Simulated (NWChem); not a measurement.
**One shape, several levels: CH2S (methanethial)**

Wanted: a comparison of 5 runs (HF/def2-TZVP, HF/def2-TZVPP, B3LYP/6-31G*, PBE/def2-TZVPP, MP2/def2-TZVPP) of CH2S (methanethial). 

The calculation is run with NWChem 7.3.0.

1 further run of the same task is left out (set aside as unsound or not needed). Runs told in other sessions of the task aren't counted.

**1. The structure to begin with**

CH2S: 4 atoms, total charge 0, spin state singlet. SMILES: `C=S`. The coordinates come from a PBE0-D4/def2-TZVP relaxation.

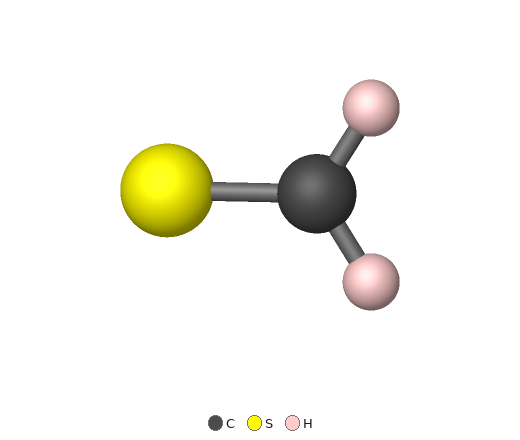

The structure, seen from a chosen angle (carbon dark grey, sulfur yellow, hydrogen pink).

**2. Energy and forces at HF/def2-TZVP (run 1)**

Input file mol.nw:

```
start mol
memory total 2200 mb
geometry units angstrom noautosym nocenter noautoz
C       -0.096100      -0.033540      -0.040190
S        1.308390       0.456540       0.547110
H       -0.972060      -0.177290       0.593080
H       -0.240220      -0.245710      -1.100000
end
basis "ao basis" spherical bse
* library def2-TZVP
end
scf
thresh 1e-08
maxiter 80
end
task scf gradient
```

Started as:

```console
$ nwchem mol.nw > mol.out
```

Standard output:

```text
[...]
  functions       =    80
[...]
  wavefunction    = RHF
[...]
         Total SCF energy =   -436.552114391393
      One-electron energy =   -691.248179528169
      Two-electron energy =    209.667759994242
 Nuclear repulsion energy =     45.028305142534
        Time for solution =      8.6s
[...]
                         RHF ENERGY GRADIENTS
    atom               coordinates                        gradient
                 x          y          z           x          y          z
   1 C      -0.181603  -0.063381  -0.075948   -0.000742  -0.000262  -0.000316
   2 S       2.472499   0.862736   1.033888    0.009112   0.003180   0.003811
   3 H      -1.836927  -0.335030   1.120759   -0.007112  -0.001186   0.005020
   4 H      -0.453950  -0.464325  -2.078699   -0.001259  -0.001732  -0.008515
[...]
```

It took 13 s on 1 thread of Intel Xeon 6975P-C (Granite Rapids), shared host; peak memory 0.099 GiB.

**3. Energy and forces at HF/def2-TZVPP (run 2)**

Input file ch2s.xyz:

```xyz
4
CH2S
C     -0.096100    -0.033540    -0.040190
S      1.308390     0.456540     0.547110
H     -0.972060    -0.177290     0.593080
H     -0.240220    -0.245710    -1.100000
```

Input file ch2s.nw:

```
start ch2s
title "CH2S"
memory total 2200 mb
charge 0

geometry units angstrom noautosym nocenter noautoz
load format xyz ch2s.xyz
end

basis spherical bse
* library def2-TZVPP
end

scf
thresh 1e-08
maxiter 80
end

task scf gradient
```

Started as:

```console
$ nwchem ch2s.nw > ch2s.out
```

Standard output:

```text
[...]
  functions       =   101
[...]
  wavefunction    = RHF
[...]
         Total SCF energy =   -436.552833566179
      One-electron energy =   -691.249477184489
      Two-electron energy =    209.668338475776
 Nuclear repulsion energy =     45.028305142534
        Time for solution =     13.6s
[...]
                         RHF ENERGY GRADIENTS
    atom               coordinates                        gradient
                 x          y          z           x          y          z
   1 C      -0.181603  -0.063381  -0.075948   -0.000167  -0.000062  -0.000076
   2 S       2.472499   0.862736   1.033888    0.009079   0.003169   0.003797
   3 H      -1.836927  -0.335030   1.120759   -0.007554  -0.001264   0.005304
   4 H      -0.453950  -0.464325  -2.078699   -0.001358  -0.001843  -0.009026
[...]
```

Run time: 20 s. Hardware: 1 thread of Intel Xeon 6975P-C (Granite Rapids), shared host; peak memory 0.1 GiB.

**4. Energy and gradient at B3LYP/6-31G(d) (spherical functions) (run 3)**

Input file run.py:

```python
from ase import Atoms
from ase.calculators.nwchem import NWChem

mol = Atoms('CSHH', positions=[
    [-0.096100, -0.033540, -0.040190],
    [1.308390, 0.456540, 0.547110],
    [-0.972060, -0.177290, 0.593080],
    [-0.240220, -0.245710, -1.100000],
])

calc = NWChem(
    label='ch2s',
    theory='dft',
    memory='2200 mb',
    basis='6-31G*',
    basispar='spherical bse',
    dft={'xc': 'b3lyp', 'mult': '1', 'grid': 'xfine', 'convergence': 'energy 1e-08', 'iterations': '100', 'mulliken': None, 'print': 'low'},
)
mol.calc = calc

forces = mol.get_forces()
print("Total energy (eV):", round(mol.get_potential_energy(), 6))
print("forces (eV/A):")
for s, f in zip(mol.symbols, forces):
    print(f"{s:2s} {f[0]:10.5f} {f[1]:10.5f} {f[2]:10.5f}")
```

Started as:

```console
$ export ASE_NWCHEM_COMMAND="nwchem PREFIX.nwi > PREFIX.nwo"
$ python run.py
```

Standard output:

```text
Total energy (eV): -11903.849187
forces (eV/A):
C    -0.59084   -0.20605   -0.24677
S     0.76418    0.26662    0.31954
H    -0.10686   -0.02838    0.01044
H    -0.06649   -0.03219   -0.08320
```

The calculator wrote ch2s.nwi:

```
title "ch2s"

permanent_dir ch2s

scratch_dir ch2s

start ch2s

geometry units angstrom nocenter noautosym noautoz
  C  -9.6100000000000005e-02 -3.3540000000000000e-02 -4.0189999999999997e-02
  S  1.3083899999999999e+00 4.5654000000000000e-01 5.4710999999999999e-01
  H  -9.7206000000000004e-01 -1.7729000000000000e-01 5.9308000000000005e-01
  H  -2.4021999999999999e-01 -2.4571000000000001e-01 -1.1000000000000001e+00
end

memory 2200 mb

basis spherical bse noprint
   * library 6-31G*
end

dft
  xc b3lyp
  mult 1
  grid xfine
  convergence energy 1e-08
  iterations 100
  mulliken
  print low
end

task dft gradient
```

ch2s.nwo:

```text
Northwest Computational Chemistry Package (NWChem) 7.3.0
             --------------------------------------------------------

           Job information
           ---------------

    nwchem branch   = 7.3.0
    use scalapack   = T
    input           = ch2s.nwi
    prefix          = ch2s.
    data base       = ch2s/ch2s.db
    status          = startup
    nproc           =        1

           Memory information
           ------------------

    heap     =     72089596 doubles =      550.0 Mbytes
    stack    =     72089601 doubles =      550.0 Mbytes
    global   =    144179200 doubles =     1100.0 Mbytes (distinct from heap & stack)
    total    =    288358397 doubles =     2200.0 Mbytes
    verify   = yes
    hardfail = no

[... 36 lines left out ...]
            Nuclear Dipole moment (a.u.)
[... 62 lines left out ...]
   convergence    iter        energy       DeltaE   RMS-Dens  Diis-err    time
[... 11 lines left out ...]
         Total DFT energy =     -437.458392468812
      One electron energy =     -691.499881035058
           Coulomb energy =      240.854846065910
    Exchange-Corr. energy =      -31.841662642197
 Nuclear repulsion energy =       45.028305142534
[... 16 lines left out ...]
     -------------------------------------------
      Total Density - Lowdin Population Analysis
     -------------------------------------------

    Atom       Charge   Shell Charges
 -----------   ------   -------------------------------------------------------
    1 C    6     6.31   1.99  0.61  1.80  0.48  1.36  0.08
    2 S   16    15.96   2.00  1.99  5.89  1.08  2.74  0.63  1.56  0.07
    3 H    1     0.86   0.50  0.36
    4 H    1     0.86   0.50  0.36

                         DFT ENERGY GRADIENTS

    atom               coordinates                        gradient
                 x          y          z           x          y          z
   1 C      -0.181603  -0.063381  -0.075948    0.011490   0.004007   0.004799
   2 S       2.472499   0.862736   1.033888   -0.014861  -0.005185  -0.006214
   3 H      -1.836927  -0.335030   1.120759    0.002078   0.000552  -0.000203
   4 H      -0.453950  -0.464325  -2.078699    0.001293   0.000626   0.001618

 Task  times  cpu:        5.3s     wall:        5.3s
 Total times  cpu:        5.3s     wall:        5.3s
```

It took 6.3 s on 1 thread of Intel Xeon 6975P-C (Granite Rapids), shared host; peak memory 0.12 GiB.

Run 4 isn't shown in full; the table further down has it.

**5. Energy and gradient at MP2/def2-TZVPP (run 5)**

Input file m1.nw:

```
start m1
title "CH2S gradient"
memory stack 880 mb heap 220 mb global 1100 mb
charge 0

geometry units angstroms noautosym nocenter noautoz
  C     -0.096100    -0.033540    -0.040190
  S      1.308390     0.456540     0.547110
  H     -0.972060    -0.177290     0.593080
  H     -0.240220    -0.245710    -1.100000
end

basis spherical bse
  C library def2-TZVPP
  S library def2-TZVPP
  H library def2-TZVPP
end

scf
  singlet
  rhf
  thresh 1e-08
  maxiter 80
end

mp2
  freeze core 6
  tight
end

task mp2 gradient
```

Started as:

```console
$ nwchem m1.nw > m1.out
```

Standard output:

```text
[...]
  functions       =   101
[...]
  wavefunction    = RHF
[...]
         Total SCF energy =   -436.552833566152
      One-electron energy =   -691.249477184341
      Two-electron energy =    209.668338475655
 Nuclear repulsion energy =     45.028305142534
        Time for solution =     16.2s
[...]
          Total MP2 energy          -436.887247560094
[...]
                         mp2 ENERGY GRADIENTS
    atom               coordinates                        gradient
                 x          y          z           x          y          z
   1 C      -0.181603  -0.063381  -0.075948    0.009554   0.003331   0.003989
   2 S       2.472499   0.862736   1.033888   -0.006553  -0.002286  -0.002739
   3 H      -1.836927  -0.335030   1.120759   -0.002339  -0.000445   0.001312
   4 H      -0.453950  -0.464325  -2.078699   -0.000662  -0.000601  -0.002562
[...]
```

Run time: 41 s. Hardware: 1 thread of Intel Xeon 6975P-C (Granite Rapids), shared host; peak memory 0.24 GiB.

**6. All runs side by side**

```tsv
run	level	iteration cap	module	energy (Eh)	dipole moment (D)	HOMO energy (eV)	LUMO energy (eV)	wall time
1	HF/def2-TZVP	80	scf	-436.552114	2.09	-9.54	1.28	13 s
2	HF/def2-TZVPP	80	scf	-436.552834	2.09	-9.54	1.28	20 s
3	B3LYP/6-31G* (spherical functions)	100	dft	-437.458392	–	–	–	6.3 s
4	PBE/def2-TZVPP	100	dft	-437.264464	–	–	–	18 s
5	MP2/def2-TZVPP	80	mp2	-436.887248	1.58	-9.54	1.28	41 s
```

**7. Outcome**

```
                                                      quantity          value
                                           run 5: total energy  -436.88725 Eh
run 5: dipole moment (of the density that the program reports)         1.58 D
                    run 5: HOMO energy (Hartree–Fock orbitals)       -9.54 eV
                    run 5: LUMO energy (Hartree–Fock orbitals)        1.28 eV
                  run 5: HOMO–LUMO gap (Hartree–Fock orbitals)       10.82 eV
            run 5: correlation energy (6 core orbitals frozen)     -334.4 mEh
                               run 5: largest force on an atom     0.559 eV/Å
```

Over runs 1, 2, 5 the dipole moment (its size) runs from 1.58 D (MP2/def2-TZVPP) to 2.09 D (HF/def2-TZVP). The two ends differ in method and basis. Totals of different functionals can't be ranked against each other. All runs together took 99 s, the longest 41 s.
